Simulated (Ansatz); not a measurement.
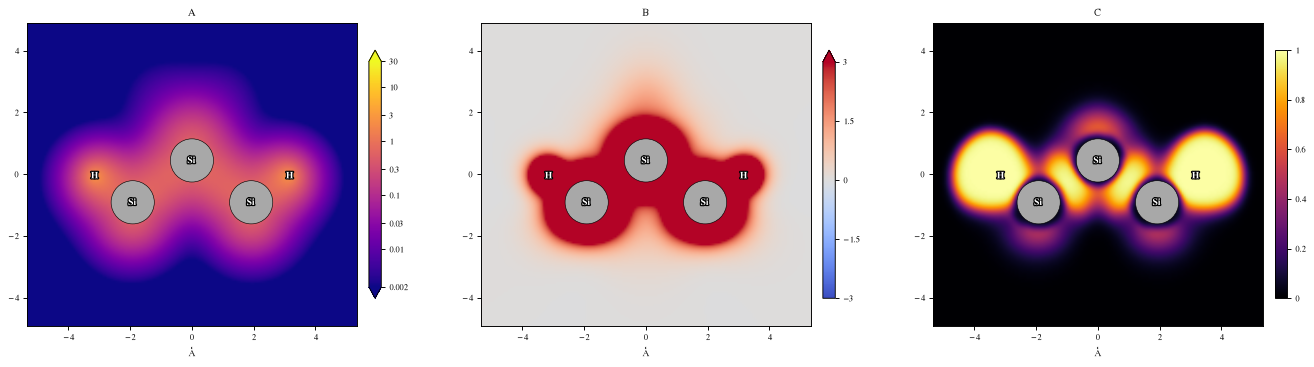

H$_{12}$Si$_{5}$: 3 fields on the plane of atoms Si1, Si2 and H3, with unlabelled colour scales. Grey discs cover the atomic cores.

Geometry: PBE-D4/def2-SVP.

These are results of RKS PBE0-D4/def2-TZVP (Ansatz 0.2.0), not measurements.

Question: The panels show electron density, electron localisation function and electrostatic potential in some order. Assign them.

Answer: Panel A: electron density. Panel B: electrostatic potential (strongly positive close to the atoms and fading to about zero outside). Panel C: electron localisation function. From the grid: Si–Si (2.35 Å): ρ at the midpoint is about 0.6 e/Å³; the ELF peaks at about 1 between the atoms: a covalent bond. Si–H (1.51 Å): the density is about 0.77 e/Å³ at the midpoint; the ELF climbs to about 1 towards the hydrogen, as it does in any bond to H.
